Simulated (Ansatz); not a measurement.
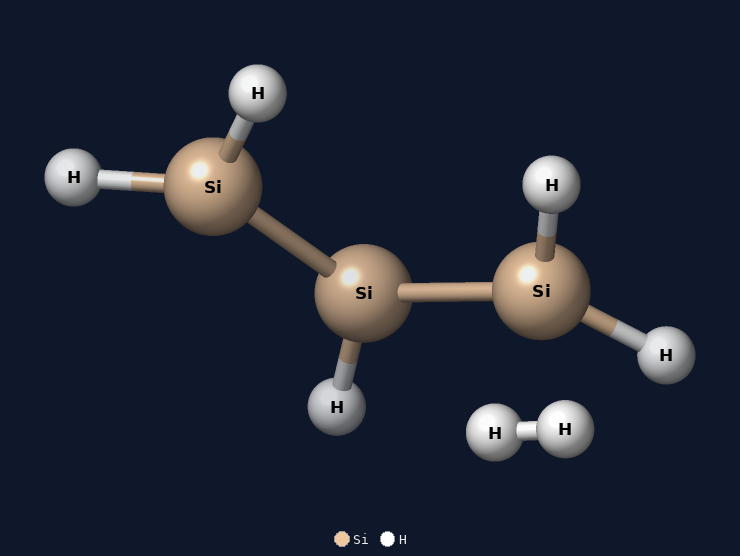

Charge +1, singlet. The geometry was computed by an optimisation with PBE-D4/def2-SVP. No frequency run is at hand to confirm it as a minimum. Method: RKS PBE-D4/def2-SVP (Ansatz 0.2.0).

**What is the dispersion correction?**

−22.8 kJ/mol.
